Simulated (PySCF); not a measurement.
## Electronic structure of H₂P₂ (SMILES [PH][PH-]) (charge −1, doublet) in real space

Input file:

```
{"job": {"kind": "sp", "xc": "wB97X", "basis": "ma-def2-TZVP", "d3": "d3bj", "grid": 2}, "charge": -1, "multiplicity": 2}
P     -1.080244     0.698106     0.015032
P      1.079167     0.733641    -0.019683
H     -1.279854    -0.726831    -0.021904
H      1.324101    -0.684021    -0.063538
```

Command:

```sh
OMP_NUM_THREADS=1 python redox_run.py task.json out
```

Geometry: PBE0-D3(BJ)/ma-def2-SVP.

Level of theory: PySCF 2.14.0, density-fitted response routines, DFT single point, gas phase, functional wB97X.

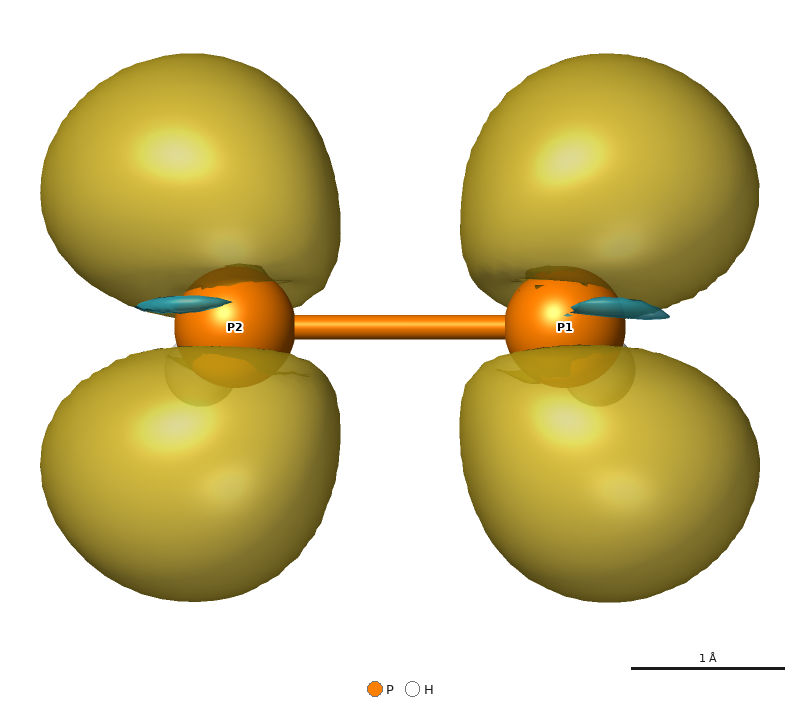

Figure 1. Isosurfaces of the spin density (α minus β) at +0.015 (yellow) and −0.015 e/Å³ (cyan), seen from one side.

**Describe the spin distribution.**

The unpaired spin (1 electron) lies mostly on P1 (about 0.5) and P2 (about 0.5), in electrons by Hirshfeld's partition.

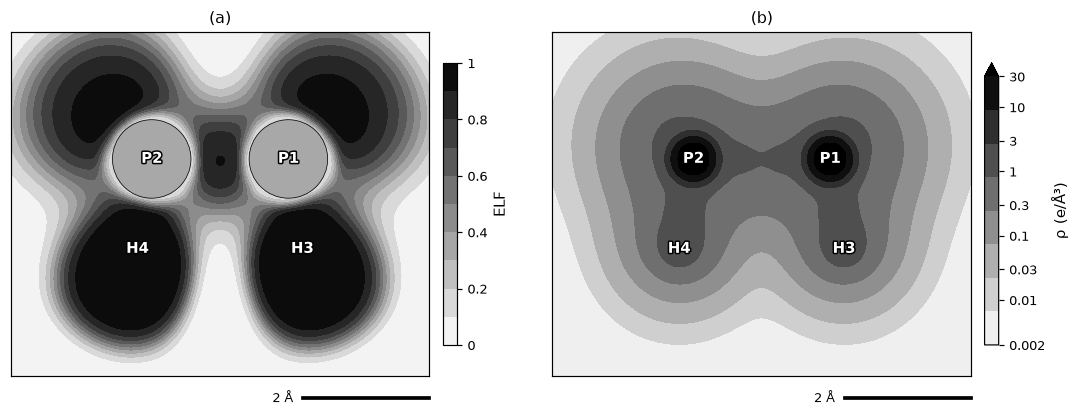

Figure 2. (a) ELF; (b) electron density on the molecular plane. Grey discs cover the atomic cores in the ELF map.

**Read the bonding off the picture.**

- The plane passes through P and H nuclei.
- P–P (2.16 Å): ρ is about 0.83 e/Å³ halfway; the ELF peaks at about 0.90 between the atoms; a covalent bond.
- P–H (1.44 Å): ρ at the midpoint is about 1 e/Å³; the ELF climbs to about 1 towards the hydrogen, as it does in any bond to H.
- The ELF also peaks beside P2 and P1, away from the bonds: non-bonding electrons, paired or unpaired.

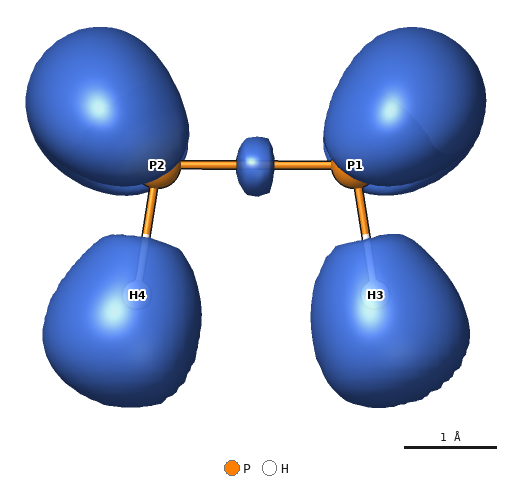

Figure 3. Isosurface of the electron localisation function at 0.85 (blue), seen across its widest extent. Core shells and regions of very low density are left out.

**What do the ELF domains correspond to?**

The surface consists of one region between bonded P–P atoms (shared pairs), two regions around hydrogen nuclei and two lobes on P, pointing away from the bonds (non-bonding electrons).
